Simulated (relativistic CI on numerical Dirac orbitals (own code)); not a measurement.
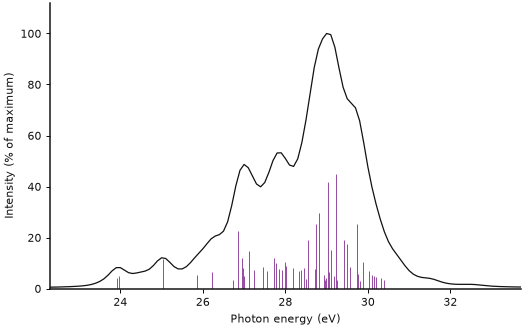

N₆,₇ X-ray absorption of Ta⁴⁺, [Xe] 4f¹⁴ 5d, in a field of Oh symmetry with 10Dq = 19,200 cm⁻¹. Sticks are the strongest transitions, on a scale of their own. Multiplet model: relativistic Dirac–Coulomb–Breit theory, one configuration a step, Slater integrals scaled by 0.9, 80 K, Voigt broadening (Lorentzian 0.3 eV, Gaussian 0.3 eV full widths), computed with a radial Dirac CI code.

Q: What does the spectrum show?

A: The main maxima lie at 24.0 eV (8), 25.0 eV (12), 27.0 eV (49), 27.9 eV (53) and 29.0 eV (100), heights in % of the largest; the centroid is at 28.4 eV. The ground state has S = 0.50.

Known limits: free-ion energies, so absolute edge positions are off by a few eV from solids.
